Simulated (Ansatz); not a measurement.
# Si5P3: what the fields show

```
Si P
1.0
     3.59276    0.00000    0.00000
    -1.79638    3.11142    0.00000
     0.00000    0.00000   28.40102
Si P
10 6
Direct
  0.00000 0.00000 0.95905
  0.00000 0.00000 0.04095
  0.66667 0.33333 0.21451
  0.66667 0.33333 0.29670
  0.33333 0.66667 0.41130
  0.33333 0.66667 0.32869
  0.66667 0.33333 0.58870
  0.66667 0.33333 0.67131
  0.33333 0.66667 0.78549
  0.33333 0.66667 0.70330
  0.66667 0.33333 0.92478
  0.33333 0.66667 0.07522
  0.00000 0.00000 0.18007
  0.66667 0.33333 0.44596
  0.33333 0.66667 0.55404
  0.00000 0.00000 0.81993
```

Space group P-3m1; a generated structure, not necessarily the stable one; changed on purpose from its base cell (volume × 0.88, shape and atoms relaxed); computed pressure about 2 GPa in this cell.

Method: Ansatz 0.2.0, DFT PBE, scalar-relativistic, plane waves, PAW.

Core electrons are frozen (PAW), and the valence fields are smoothed inside the atomic spheres.

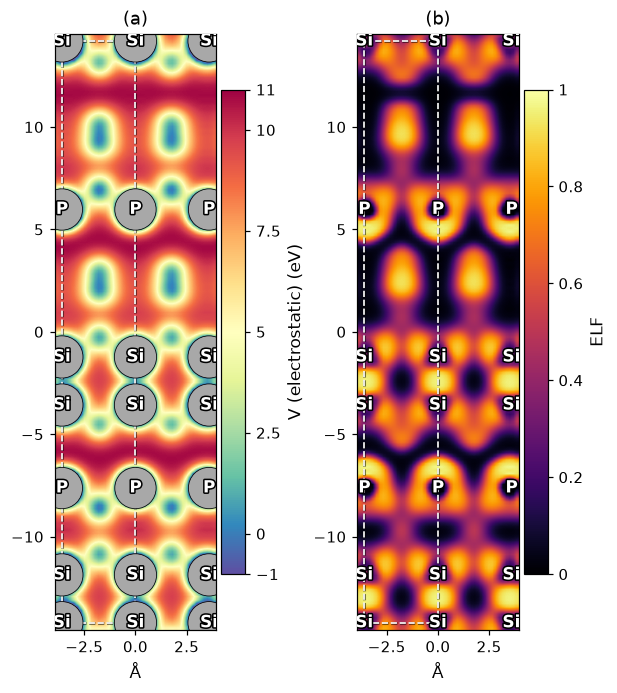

Figure 1. (a) electrostatic potential energy of an electron; (b) ELF on the (100) plane of the conventional cell. Grey discs cover the atomic cores in the potential map.

> What does the map show?

The section cuts through Si and P sites. Si–Si (2.33 Å): the ELF peaks at about 0.95 between the atoms: a covalent bond. The ELF also peaks beside P, away from the bonds: lone-pair regions. Outside the cores the potential energy rises away from the atoms and is highest about 1.9 Å from the nearest atoms; its zero is arbitrary.

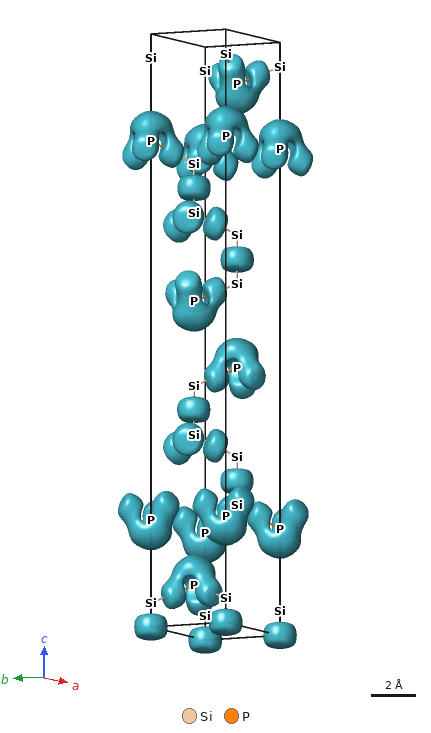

Figure 2. Isosurface of the electron localisation function at 0.75 (cyan), seen at an oblique angle. Only the valence region is drawn (cores and ρ < 0.01 e/Å³ removed). Sticks mark near contacts.

> Where are the electrons localised?

At this value the surface marks out eleven regions between bonded Si–Si atoms (shared pairs) and six regions on P in which the atom's valence shell and bonds are merged, counted in one cell of 16 atoms. Regions shared between cells count once.


Si–Si (2.26 Å): the ELF peaks at about 0.95 between the atoms: a shared electron pair. Si–P (2.29 Å): the ELF peaks at about 0.90 between the atoms; localised, covalent bonding.
